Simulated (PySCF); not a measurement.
**AlAs (triplet): density, localisation and related maps**

| atom | x (Å) | y (Å) | z (Å) |
| --- | --- | --- | --- |
| Al | 0.0000 | 0.0000 | -1.8667 |
| As | 0.0000 | 0.0000 | 0.6723 |

All numbers below come from PBE0/def2-TZVPPD, non-relativistic Hamiltonian with scalar-relativistic core potentials where named, at a bond length of 2.539 Å in PySCF 2.14.0.

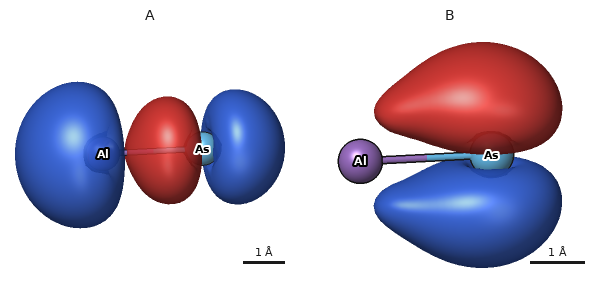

Figure 1. Two frontier α-spin orbitals, each drawn at the value that holds 80 % of its norm (blue and red are the two phases), in no order; of a degenerate pair one member is drawn.

Q: Name the orbitals and rank them from lowest to highest energy.

A: Orbital B: π, occupied in this spin, −6.96 eV; mainly on As (85 %).
Orbital A: σ, occupied in this spin, −5.73 eV; shared between the atoms (Al 55 %, As 45 %).

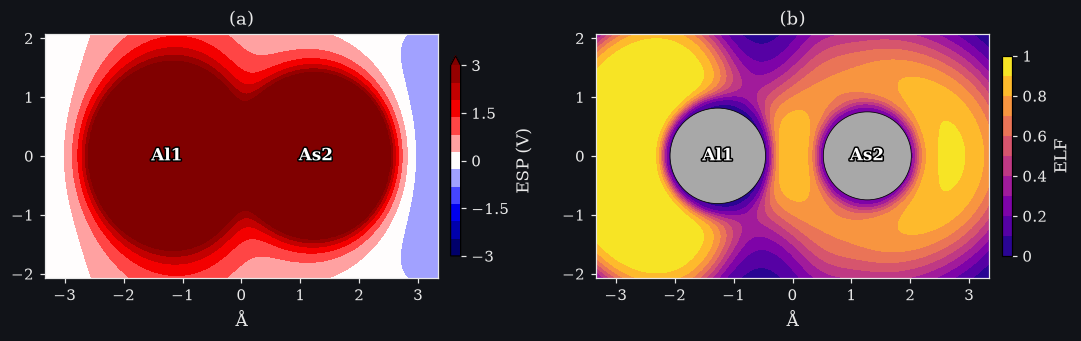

Figure 2. (a) electrostatic potential; (b) electron localisation function on a plane that holds the molecular axis. Grey discs cover the atomic cores in the ELF map.

Q: What do the fields say about this system?

A: The plane passes through Al and As nuclei.
Al–As (2.54 Å): the ELF peaks at about 0.90 between the atoms; a covalent bond.
The ELF also peaks beside As2, away from the bonds: non-bonding electrons, paired or unpaired.
Outside the dense part of the molecule the potential is most negative (−0.7 V) near As2.

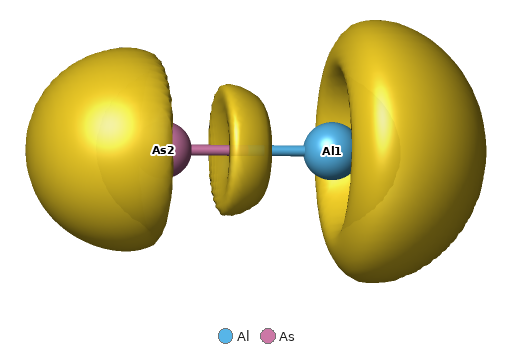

Figure 3. Isosurface of the ELF at 0.75 (yellow), seen from one side. Core shells and regions of very low density are left out.

Q: Identify the bonds, lone pairs and shells in this picture.

A: At this value the surface marks out one region between bonded Al–As atoms (shared pairs), one lobe on Al, pointing away from the bonds (non-bonding electrons) and one lobe on As, pointing away from the bonds (non-bonding electrons).

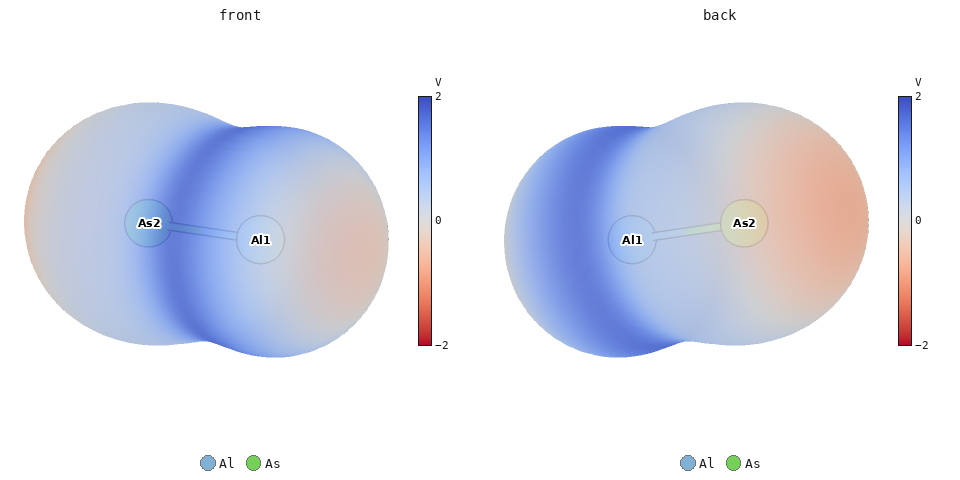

Figure 4. The electrostatic potential painted on the density surface at 0.002 e/bohr³, seen from the front and from behind; red is negative and blue positive.

Q: Which sites attract a positive test charge, and which a negative one?

A: A positive charge is drawn to the negative regions and a negative charge to the positive ones. The most negative region (about −0.7 V) lies over As2, the most positive (about +1.6 V) over Al1.
